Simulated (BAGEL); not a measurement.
# C2HClF2 (SMILES FC(F)=CCl): HF/6-31G(d) (density fitting with cc-pvqz-jkfit, spherical functions)

Aim: the energy change on altering one bond length of C2HClF2 at HF/6-31G* (density fitting with cc-pvqz-jkfit, spherical functions), from 2 runs. 

The calculation is run with BAGEL 1.2.2.

1 further run of the same task is left out (set aside as unsound or not needed). Runs told in other sessions of the task aren't counted.

## (1) The structure to begin with

The species is C2HClF2 (6 atoms), meant as a singlet with charge 0. As SMILES, `FC(F)=CCl`. The coordinates come from a PBE0-D4/def2-TZVP relaxation.

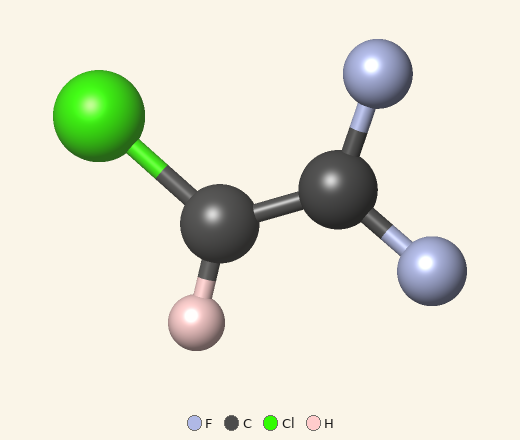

The structure, seen from a chosen angle (fluorine light blue, carbon dark grey, chlorine green, hydrogen pink).

## (2) The energy at HF/6-31G(d) (density fitting with cc-pvqz-jkfit, spherical functions)

File hf.json:

```json
{ "bagel" : [

{
  "title" : "molecule",
  "basis" : "6-31gs.json",
  "df_basis" : "cc-pvqz-jkfit",
  "angstrom" : true,
  "geometry" : [
    { "atom" : "F", "xyz" : [    0.901010,   -0.810380,    1.342040 ] },
    { "atom" : "C", "xyz" : [    0.267650,   -0.562200,    0.220370 ] },
    { "atom" : "F", "xyz" : [    0.192510,   -1.632620,   -0.522730 ] },
    { "atom" : "C", "xyz" : [   -0.218360,    0.626770,   -0.086550 ] },
    { "atom" : "Cl", "xyz" : [   -1.039010,    0.926430,   -1.552100 ] },
    { "atom" : "H", "xyz" : [   -0.103800,    1.452000,    0.598970 ] }
  ]
},
{
  "title" : "hf"
},
{
  "title" : "print",
  "file" : "orbitals.molden",
  "orbitals" : true
}

]}
```

The basis set 6-31G* is read from a file made from the Basis Set Exchange's data (not shown).

On the command line:

```
$ BAGEL_NUM_THREADS=1 BAGEL hf.json > hf.out
```

Standard output:

```text
* using 1 threads per process

  ===============================================================
  ===============================================================

  *** Geometry ***

  { "atom" : "F", "xyz" : [      1.702662,     -1.531396,      2.536088 ] },
  { "atom" : "C", "xyz" : [      0.505785,     -1.062404,      0.416439 ] },
  { "atom" : "F", "xyz" : [      0.363791,     -3.085205,     -0.987817 ] },
  { "atom" : "C", "xyz" : [     -0.412641,      1.184424,     -0.163556 ] },
  { "atom" : "Cl", "xyz" : [     -1.963444,      1.750699,     -2.933044 ] },
  { "atom" : "H", "xyz" : [     -0.196154,      2.743882,      1.131889 ] },

  Number of auxiliary basis functions:      623

  Since a DF basis is specified, we compute 2- and 3-index integrals:
    o Being stored without compression. Storage requirement is 0.029 GB

  Number of basis functions:       76
  Number of electrons      :       48

    * METHOD: MOLECULE                             0.38

  *** RHF ***

  === Nuclear Repulsion ===
   213.5748738834

      * DIIS with orbital gradients will be used.

  === RHF iteration (6-31gs.json) ===
      0       -734.47455425          0.01921538           0.10
      1       -734.57790741          0.01207924           0.10
      2       -734.62480665          0.00143100           0.10
      3       -734.62617702          0.00026801           0.10
      4       -734.62624053          0.00013232           0.10
      5       -734.62625271          0.00003859           0.10
      6       -734.62625458          0.00001409           0.10
      7       -734.62625476          0.00000382           0.10
      8       -734.62625477          0.00000166           0.10
      9       -734.62625477          0.00000077           0.10
     10       -734.62625477          0.00000020           0.10
     11       -734.62625477          0.00000008           0.10
     12       -734.62625477          0.00000003           0.10
     13       -734.62625477          0.00000001           0.10
     14       -734.62625477          0.00000000           0.10
    * SCF iteration converged.

    * Permanent dipole moment:
           (   -0.105815,    -0.274833,    -0.362853) a.u.

    * METHOD: HF                                   1.69

    * METHOD: PRINT                                0.01

  ===============================================================
```

Wall time 2.3 s (1 thread of Arm Neoverse V2, shared host); peak memory 0.12 GiB.

## (3) The distorted shape, same level

File hf.json:

```json
{ "bagel" : [

{
  "title" : "molecule",
  "basis" : "6-31gs.json",
  "df_basis" : "cc-pvqz-jkfit",
  "angstrom" : "true",
  "geometry" : [
    { "atom" : "F", "xyz" : [       0.973904,      -0.988707,       1.388073 ] },
    { "atom" : "C", "xyz" : [       0.340544,      -0.740527,       0.266403 ] },
    { "atom" : "F", "xyz" : [       0.265404,      -1.810947,      -0.476697 ] },
    { "atom" : "C", "xyz" : [      -0.218360,       0.626770,      -0.086550 ] },
    { "atom" : "Cl", "xyz" : [      -1.039010,       0.926430,      -1.552100 ] },
    { "atom" : "H", "xyz" : [      -0.103800,       1.452000,       0.598970 ] }
  ]
},

{ "title" : "hf" },

{ "title" : "print", "file" : "orbitals.molden", "orbitals" : "true" }

]}
```

The basis set 6-31G* is read from a file made from the Basis Set Exchange's data (not shown).

On the command line:

```
$ BAGEL_NUM_THREADS=1 BAGEL hf.json > hf.out
```

Standard output:

```text
* using 1 threads per process

  ===============================================================
  ===============================================================

  *** Geometry ***

  { "atom" : "F", "xyz" : [      1.840412,     -1.868385,      2.623078 ] },
  { "atom" : "C", "xyz" : [      0.643535,     -1.399393,      0.503429 ] },
  { "atom" : "F", "xyz" : [      0.501541,     -3.422194,     -0.900827 ] },
  { "atom" : "C", "xyz" : [     -0.412641,      1.184424,     -0.163556 ] },
  { "atom" : "Cl", "xyz" : [     -1.963444,      1.750699,     -2.933044 ] },
  { "atom" : "H", "xyz" : [     -0.196154,      2.743882,      1.131889 ] },

  Number of auxiliary basis functions:      623

  Since a DF basis is specified, we compute 2- and 3-index integrals:
    o Being stored without compression. Storage requirement is 0.029 GB

  Number of basis functions:       76
  Number of electrons      :       48

    * METHOD: MOLECULE                             0.38

  *** RHF ***

  === Nuclear Repulsion ===
   206.0064294880

      * DIIS with orbital gradients will be used.

  === RHF iteration (6-31gs.json) ===
      0       -734.41688404          0.02027897           0.10
      1       -734.52371727          0.01334844           0.10
      2       -734.58159291          0.00144353           0.10
      3       -734.58324275          0.00034301           0.10
      4       -734.58333136          0.00014699           0.10
      5       -734.58335737          0.00007984           0.10
      6       -734.58336430          0.00002251           0.10
      7       -734.58336514          0.00000927           0.10
      8       -734.58336525          0.00000290           0.09
      9       -734.58336526          0.00000127           0.10
     10       -734.58336526          0.00000029           0.10
     11       -734.58336526          0.00000011           0.09
     12       -734.58336526          0.00000004           0.09
     13       -734.58336526          0.00000002           0.09
     14       -734.58336526          0.00000000           0.10
    * SCF iteration converged.

    * Permanent dipole moment:
           (   -0.148371,    -0.156220,    -0.381682) a.u.

    * METHOD: HF                                   1.62

    * METHOD: PRINT                                0.01

  ===============================================================
```

It took 2.2 s on 1 thread of Arm Neoverse V2, shared host; peak memory 0.12 GiB.

## (4) Results

Level: HF/6-31G* (density fitting with cc-pvqz-jkfit, spherical functions).

| quantity | value |
| --- | --- |
| first shape: total energy | -734.62625 Eh |
| first shape: dipole moment | 1.19 D |
| first shape: HOMO energy | -10.22 eV |
| first shape: LUMO energy | 4.75 eV |
| first shape: HOMO–LUMO gap | 14.97 eV |
| distorted shape: total energy | -734.58337 Eh |
| distorted shape: dipole moment | 1.11 D |
| distorted shape: HOMO energy | -9.26 eV |
| distorted shape: LUMO energy | 3.44 eV |
| distorted shape: HOMO–LUMO gap | 12.70 eV |
| energy change with the C2–C4 bond stretched from 1.321 to 1.519 Å | 1.167 eV |

**Reading.** With the C2–C4 bond stretched from 1.321 to 1.519 Å the energy rises by 1.17 eV (113 kJ/mol). The first shape isn't relaxed at this level, so the change isn't measured from a minimum.
